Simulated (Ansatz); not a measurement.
# triplet HOF at 6 levels

Aim: a comparison of 6 runs (UHF/aug-cc-pVTZ, U-wB97X/aug-cc-pVTZ, UB3LYP/aug-cc-pVTZ, UBHLYP/aug-cc-pVTZ, UPBE-QIDH/aug-cc-pVTZ, UMP2/aug-cc-pVTZ) of triplet HOF. 

The results are computed with Ansatz 0.2.0.

48 further runs of the same task are left out: 48 set aside as unsound or not needed.

### 1 The structure to begin with

HOF has 3 atoms, charge 0, and is taken as a triplet. As SMILES of the parent species, `OF`. The coordinates come from a PBE0-D4/def2-TZVP relaxation. That shape belongs to the parent species and isn't relaxed for this state.

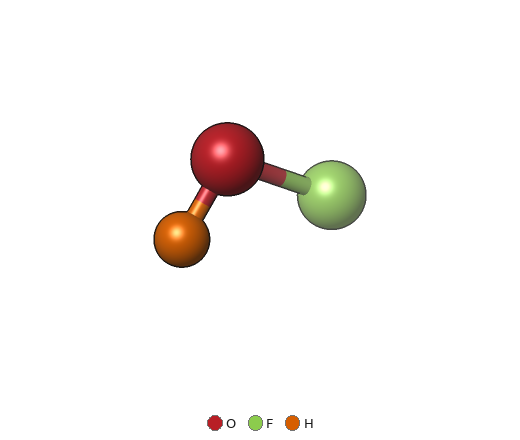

The structure, seen from a chosen angle (oxygen red, fluorine green, hydrogen orange).

### 2 The energy at UHF/aug-cc-pVTZ (run 1)

Input file in.yaml:

```yaml
crystal:
  periodic: [false, false, false]
  atoms:
    - {symbol: O, position_ang: [0.430590, -0.210340, 0.216330]}
    - {symbol: F, position_ang: [-0.221910, 1.014620, -0.010980]}
    - {symbol: H, position_ang: [-0.208690, -0.804280, -0.205350]}
basis:
  gaussian:
    orbitals: aug-cc-pVTZ
magnetization:
  spin_polarized: true
  initial_magnetization: 2
hamiltonian:
  xc: hf
accuracy: high
output: {orbitals: {seedname: orbitals}}
```

Launch:

```console
$ ansatz run in.yaml --threads 1 --pin off --max-ram 3480MiB --events-out events.jsonl --progress --plain --runs-dir runs
```

Log:

```text
Warning: RAYON_NUM_THREADS=1 ignored (pool sized by the plan → 1); use --threads N
Functional definition: HF
  name "HF"
  exchange = exact_x
  correlation = 0
1764 factors; integrals over basis functions are off by at most 3.3e-9 eV
mean field evaluation 1: about -4752.4649 eV, gradient 1.5e1 eV
mean field evaluation 2: about -4752.4655 eV, gradient 1.5e1 eV
mean field evaluation 4: about -4753.4324 eV, gradient 3.1e0 eV
mean field evaluation 8: about -4753.6345 eV, gradient 4.7e-1 eV
mean field evaluation 16: about -4753.6435 eV, gradient 1.8e-7 eV
mean field -4753.64353900 eV, -174.6931779228 hartree, gradient 2.1e-8 eV, S^2 2.027569; 0 other end points of the search recorded, 0 dependent functions left out
reference -4753.64353900 eV, -174.6931779228 hartree; 10, 8 occupied and 105, 107 virtual orbitals, 1764 factors
Total energy: -4753.64353900 eV, -174.6931779228 hartree
```

It took 2.8 s on 1 thread of Arm Neoverse V2, shared host; peak memory 0.26 GiB.

### 3 A single-point energy at U-wB97X/aug-cc-pVTZ (run 2)

Input file input.yaml:

```yaml
crystal:
  periodic: [false, false, false]
  atoms:
    - {symbol: O, position_ang: [0.430590, -0.210340, 0.216330]}
    - {symbol: F, position_ang: [-0.221910, 1.014620, -0.010980]}
    - {symbol: H, position_ang: [-0.208690, -0.804280, -0.205350]}
basis:
  gaussian:
    orbitals: aug-cc-pVTZ
magnetization:
  spin_polarized: true
  initial_magnetization: 2
hamiltonian:
  xc: {name: wB97X}
accuracy: high
output: {orbitals: {seedname: orbitals}}
```

Launch:

```console
$ ansatz run input.yaml --threads 1 --pin off --max-ram 3480MiB --events-out events.jsonl --progress --plain --runs-dir runs
```

Log:

```text
Warning: RAYON_NUM_THREADS=1 ignored (pool sized by the plan → 1); use --threads N
Functional definition: wB97X
  name "wB97X"
  parameter omega = 0.3/bohr
  parameter cx = 0.157706
  parameter cx1 = 0.726479
  parameter cx2 = 1.04760
  parameter cx3 = -5.70635
  parameter cx4 = 13.2794
  parameter css1 = -4.33879
  parameter css2 = 18.2308
  parameter css3 = -31.7430
  parameter css4 = 17.2901
  parameter cos1 = 2.37031
  parameter cos2 = -11.3995
  parameter cos3 = 6.58405
  parameter cos4 = -3.78132
  exchange = spin_sum(e_x_unif_sr(omega)*poly(b97_u_x, 1 - cx, cx1, cx2, cx3, cx4)) + cx*exact_x_sr(omega)
      + exact_x_lr(omega)
  correlation = spin_sum(e_c_pw_same_spin*poly(b97_u_same, 1, css1, css2, css3, css4))
      + integral(e_c_pw_opposite_spin*poly(b97_u_opposite, 1, cos1, cos2, cos3, cos4))
1764 factors; integrals over basis functions are off by at most 3.3e-9 eV
275 factors; integrals over basis functions are off by at most 1.9e-9 eV
mean field evaluation 1: about -4772.5156 eV, gradient 1.8e1 eV
mean field evaluation 2: about -4772.9748 eV, gradient 1.4e1 eV
mean field evaluation 4: about -4773.4881 eV, gradient 1.8e0 eV
mean field evaluation 8: about -4773.5810 eV, gradient 2.7e-1 eV
mean field evaluation 16: about -4773.5829 eV, gradient 6.9e-4 eV
mean field evaluation 32: about -4773.5829 eV, gradient 3.1e-8 eV
mean field -4773.58288871 eV, -175.4259355093 hartree, gradient 3.0e-8 eV, S^2 2.009853; 0 other end points of the search recorded, 0 dependent functions left out
reference -4773.58288721 eV, -175.4259354542 hartree; 10, 8 occupied and 105, 107 virtual orbitals, 1764 factors
Total energy: -4773.58288721 eV, -175.4259354542 hartree
```

It took 21 s on 1 thread of Arm Neoverse V2, shared host; peak memory 0.52 GiB.

Runs 3 to 5 aren't shown in full; the table further down has their settings and results.

### 4 The energy at UMP2/aug-cc-pVTZ (run 6)

Input file run.yaml:

```yaml
crystal:
  periodic: [false, false, false]
  atoms:
    - {symbol: O, position_ang: [0.430590, -0.210340, 0.216330]}
    - {symbol: F, position_ang: [-0.221910, 1.014620, -0.010980]}
    - {symbol: H, position_ang: [-0.208690, -0.804280, -0.205350]}
basis:
  gaussian:
    orbitals: aug-cc-pVTZ
total_charge: 0
magnetization:
  spin_polarized: true
  initial_magnetization: 2
correlation:
  method: mp2
  frozen_orbitals: {F: 1, H: 0, O: 1}
accuracy: high
```

Launch:

```console
$ ansatz run run.yaml --threads 1 --pin off --max-ram 3480MiB --events-out events.jsonl --progress --plain --runs-dir runs
```

Log:

```text
Warning: RAYON_NUM_THREADS=1 ignored (pool sized by the plan → 1); use --threads N
[... 4 set-up lines as earlier in the session ...]
1764 factors; integrals over basis functions are off by at most 3.3e-9 eV
mean field evaluation 1: about -4752.4649 eV, gradient 1.5e1 eV
mean field evaluation 2: about -4752.4655 eV, gradient 1.5e1 eV
mean field evaluation 4: about -4753.4324 eV, gradient 3.1e0 eV
mean field evaluation 8: about -4753.6345 eV, gradient 4.7e-1 eV
mean field evaluation 16: about -4753.6435 eV, gradient 1.8e-7 eV
mean field -4753.64353900 eV, -174.6931779228 hartree, gradient 2.1e-8 eV, S^2 2.027569; 0 other end points of the search recorded, 0 dependent functions left out
2 core orbitals not correlated: weight in the atoms' cores, before any rotation towards them, 1.000 or more for the frozen orbitals, at most 0.000 for the correlated occupied ones
reference -4753.64353900 eV, -174.6931779228 hartree; 8, 6 occupied and 105, 107 virtual orbitals, 1764 factors
second order -12.78868889 eV of doubles, -0.00000000 eV of singles
Total energy: -4766.43222788 eV, -175.1631535708 hartree
```

Wall time 3 s (1 thread of Arm Neoverse V2, shared host); peak memory 0.26 GiB.

### 5 The series

```
run                  level  frozen core orbitals  energy (Eh)  HOMO energy (eV)  LUMO energy (eV)   ⟨S²⟩  wall time
  1        UHF/aug-cc-pVTZ                     –  -174.693178            -11.39              0.69  2.028      2.8 s
  2    U-wB97X/aug-cc-pVTZ                     –  -175.425935             -7.93             -2.33  2.010       21 s
  3     UB3LYP/aug-cc-pVTZ                     –  -175.476188             -5.23                 –  2.009      5.7 s
  4     UBHLYP/aug-cc-pVTZ                     –  -175.392165             -7.65             -3.12  2.016        6 s
  5  UPBE-QIDH/aug-cc-pVTZ                     2  -175.267680             -9.10             -1.34  2.020      7.5 s
  6       UMP2/aug-cc-pVTZ                     2  -175.163154                 –                 –  2.028        3 s
```

### 6 What came out

```
                                          quantity          value
                               run 6: total energy  -175.16315 Eh
run 6: correlation energy (2 core orbitals frozen)     -470.0 mEh
          run 6: ⟨S²⟩ of the reference determinant          2.028
```

Totals of different functionals can't be ranked against each other. All runs together took 46 s, the longest 21 s.
